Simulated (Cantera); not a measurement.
Feed: 1 mol SiCl4, 7.5 mol N2, 1.2 mol H2, at 0.133 bar.

Method: chemical equilibrium by Gibbs-energy minimisation in Cantera with the NASA 1993 tables (ideal gas, pure condensed phases). Candidate condensed phases: NH4Cl, Si, Si3N4; 28 gas species. N2 is the only nitrogen source here; it is nearly inert below about 1500 K, so the nitride shown seldom forms there in practice. The tables' values for SiCl3 are old estimates; treat these amounts as uncertain. Kinetics and transport are ignored.

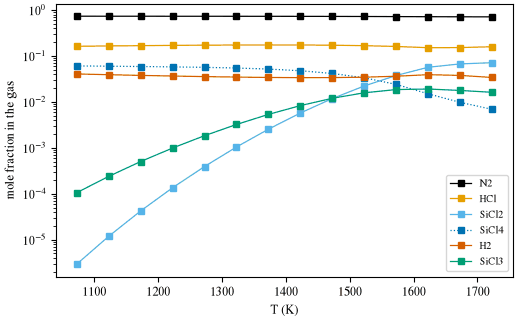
Figure. Equilibrium gas composition (values under 1e-9 drawn at 1e-9)

**Question.** Read off the mole fractions at 1073 K.

**Answer.** N2 about 0.74, HCl about 0.16, SiCl4 about 0.061, H2 about 0.041, SiCl3 about 0.00011, SiCl2 about 2.9e-6.
